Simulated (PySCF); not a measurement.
```yaml
atoms:
  - { symbol: C, position_ang: [-2.9421, 0.4077, 0.0579] }
  - { symbol: O, position_ang: [-2.2404, -0.8069, -0.0084] }
  - { symbol: C, position_ang: [-0.8807, -0.7002, -0.0288] }
  - { symbol: C, position_ang: [-0.0206, -1.8296, -0.1006] }
  - { symbol: C, position_ang: [1.2517, -1.3479, -0.1060] }
  - { symbol: N, position_ang: [1.2349, 0.0176, -0.0451] }
  - { symbol: Si, position_ang: [2.6378, 1.0517, 0.0434] }
  - { symbol: C, position_ang: [-0.0860, 0.4097, 0.0062] }
  - { symbol: H, position_ang: [-2.7242, 1.0425, -0.8084] }
  - { symbol: H, position_ang: [-3.9999, 0.1490, 0.0612] }
  - { symbol: H, position_ang: [-2.6978, 0.9597, 0.9725] }
  - { symbol: H, position_ang: [-0.3350, -2.8523, -0.1438] }
  - { symbol: H, position_ang: [2.1836, -1.8762, -0.1507] }
  - { symbol: H, position_ang: [3.2154, 0.9585, 1.3869] }
  - { symbol: H, position_ang: [2.1487, 2.3986, -0.2369] }
  - { symbol: H, position_ang: [3.5798, 0.5793, -0.9701] }
  - { symbol: H, position_ang: [-0.3323, 1.4507, 0.0606] }
```

Geometry: GFN2-xTB.

All numbers below come from PySCF, PBE0/def2-SVPD, SCF density, gas phase.

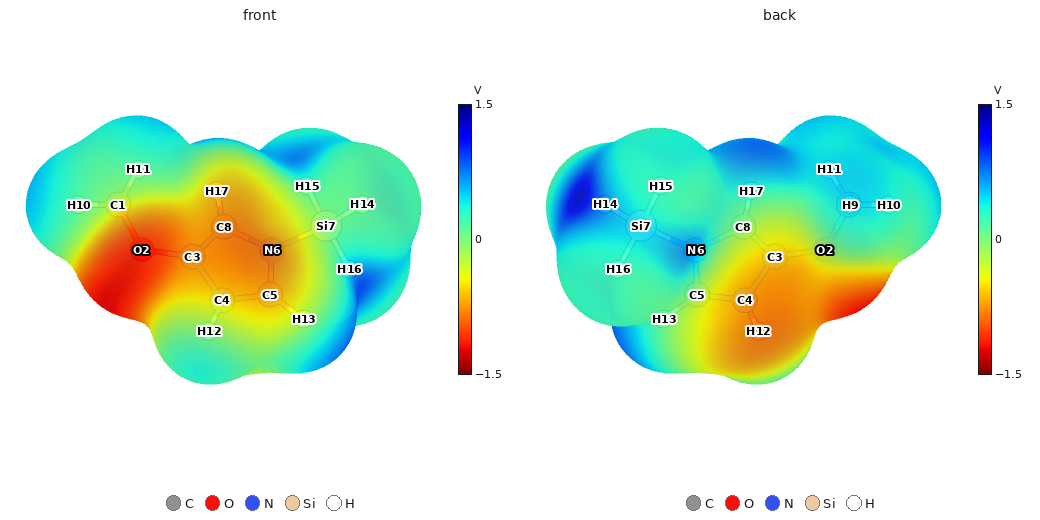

C5H9NOSi (SMILES COc1ccn([SiH3])c1). The molecular electrostatic potential painted on the density surface at 0.001 e/bohr³, seen from the front and from behind; red is negative and blue positive.

Which sites attract a positive test charge, and which a negative one?

A positive charge is drawn to the negative regions and a negative charge to the positive ones. The most negative region (about −1.2 V, or −28 kcal/mol for a unit charge) lies over O2, the most positive (about +1.2 V, or +28 kcal/mol for a unit charge) over Si7. O2 is the likeliest acceptor of a hydrogen bond.

How polar is the molecule by this calculation?

Its dipole moment is 2.10 D.
